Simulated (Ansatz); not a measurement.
## Electronic structure of FGaH2 (GaH2F) in real space

Input file:

```
crystal:
  periodic: [false, false, false]
  atoms:
    - {symbol: Ga, position_ang: [0.064658, 0.107570, -0.000269]}
    - {symbol: H, position_ang: [1.607926, -0.086837, 0.014588]}
    - {symbol: H, position_ang: [-0.831079, 1.379179, -0.019011]}
    - {symbol: F, position_ang: [-0.841515, -1.399911, 0.004681]}
basis:
  gaussian: {orbitals: def2-TZVP, initial_orbitals: start.molden}
hamiltonian: {xc: pbe0, dispersion: d4}
output: {forces: true, orbitals: {seedname: orbitals}}
```

Launched as:

```sh
ansatz run in.yaml --threads 4 --pin off --events-out ev --progress --plain --max-ram 3916MiB
```

Geometry: PBE0-D4/def2-TZVP.

All numbers below come from RKS PBE0-D4/def2-TZVP in Ansatz.

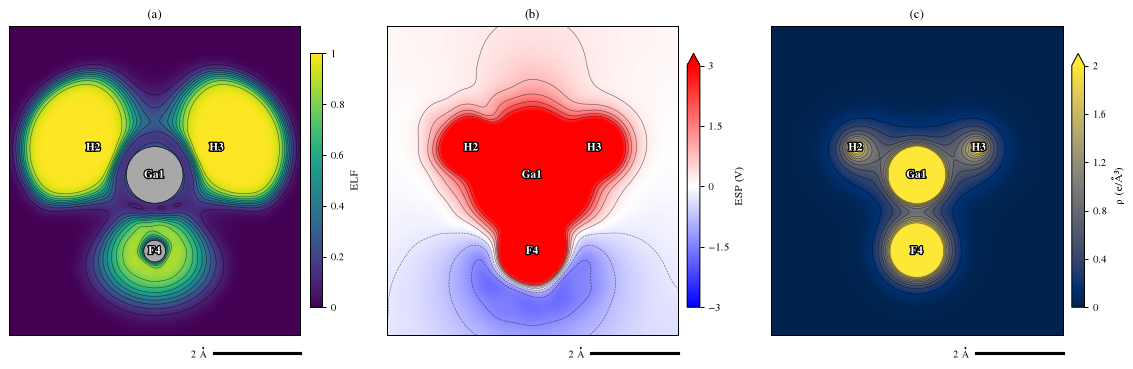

Figure 1. (a) electron localisation function; (b) molecular electrostatic potential; (c) total electron density on the molecular plane. Grey discs cover the atomic cores in the ELF map.

Interpret the plot.

Answer. The plane passes through Ga, H and F nuclei. Ga–F (1.76 Å): ρ is about 0.88 e/Å³ halfway; the ELF peaks at about 0.80 in the valence shell of F, 0.5 Å from its nucleus, and is about 0.20 at the midpoint. Ga–H (1.56 Å): the density is about 1 e/Å³ at the midpoint; the ELF climbs to about 1 towards the hydrogen. The ELF also peaks beside F4, away from the bonds: lone-pair regions. Outside the dense part of the molecule the potential is most negative (−1.7 V) near F4.

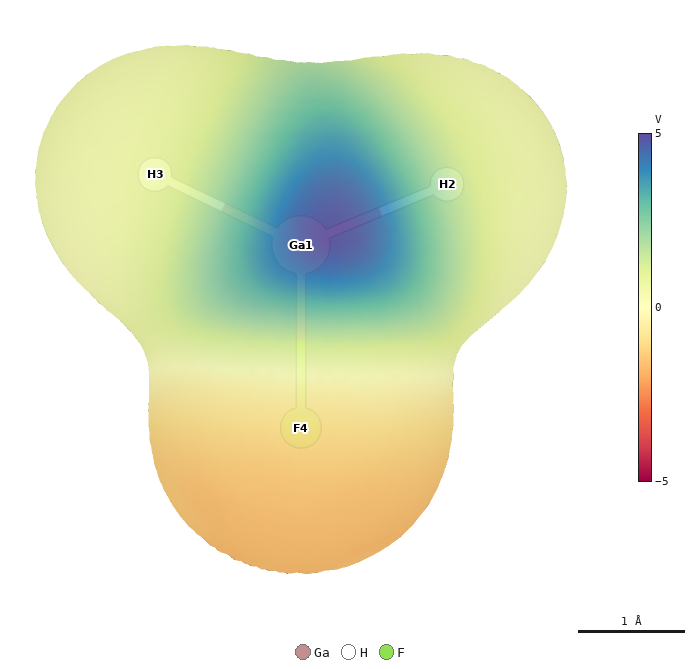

Figure 2. The molecular electrostatic potential painted on the density surface at 0.004 e/bohr³, seen at a tilt; red is negative and blue positive.

Which sites attract a positive test charge, and which a negative one?

Answer. A positive charge is drawn to the negative regions and a negative charge to the positive ones. The most negative region (about −1.7 V) lies over F4, the most positive (about +4.9 V) over Ga1.
